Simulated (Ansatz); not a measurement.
Start from GaCuSe₂ in the chalcopyrite structure (space group I-42d, No. 122; a = 5.6720 Å, c = 11.2632 Å).

The same geometry is solved again with r2SCAN.

Levels (all Ansatz, a quantum-chemistry and plane-wave program, PAW, earlier PAW set): r2SCAN (500 eV, no spin-orbit coupling); PBE (420 eV, no spin-orbit coupling).

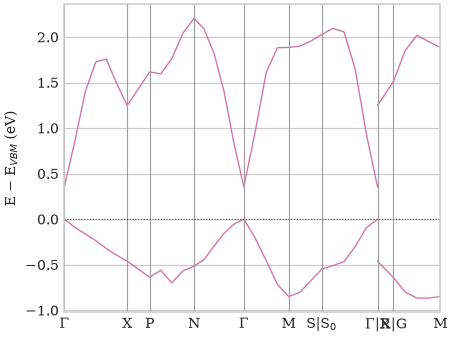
Figure. Highest valence and lowest conduction band along the path of the changed cell's own zone

**Question.** Read the r2SCAN gap and its character from the plot.

**Answer.** About 0.36 eV, direct at Γ.

Single points use the geometry relaxed with PBE. Stability against distortions was not tested. The final runs are not spin-polarised.
